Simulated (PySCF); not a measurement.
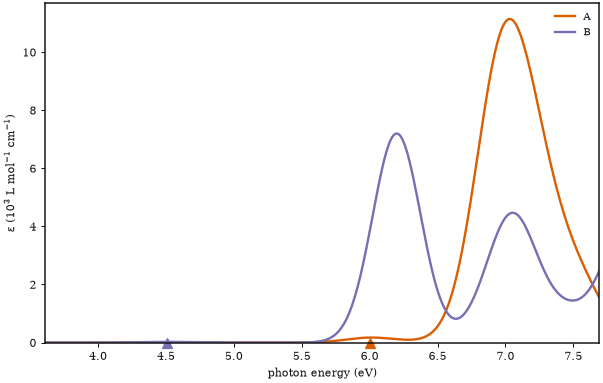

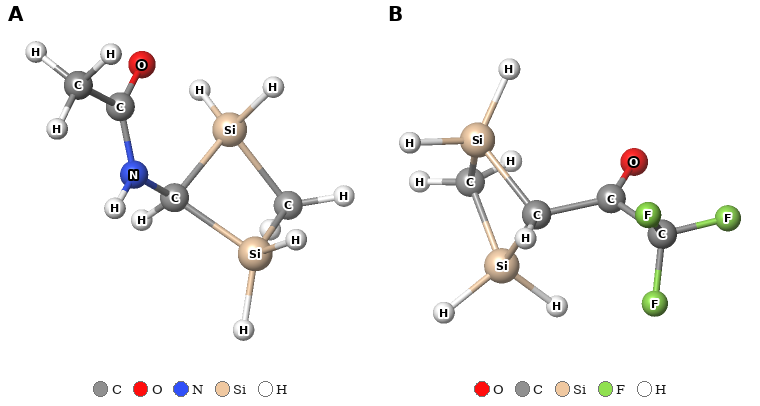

Related molecules: A is C₄H₁₁NOSi₂, SMILES CC(=O)NC1[SiH2]C[SiH2]1; B is C₄H₇F₃OSi₂, SMILES O=C(C1[SiH2]C[SiH2]1)C(F)(F)F. Vertical TDDFT absorption, CAM-B3LYP/def2-SVPD in PySCF, at a PBE0-D3(BJ)/def2-SVP geometry (no frequency check); Gaussians of 1/e half-width 0.25 eV, triangles mark S1, and the range ends where the computed states of one molecule run out.

### How does the lowest singlet move?

A: 6.00 eV (f = 0.003, mixed, the largest part being HOMO−1 → LUMO+2 (22 %)); B: 4.51 eV (f = 0.000, mainly HOMO → LUMO (57 %)). From A to B it shifts 1.49 eV to the red; the leading orbital pair differs.

### And the brightest state of each within the range drawn?

A: S5 at 6.98 eV, f = 0.07; B: S2 at 6.20 eV, f = 0.11.

Caveats, for all or some of the runs: core orbitals are frozen in the response; one conformer of a flexible molecule.
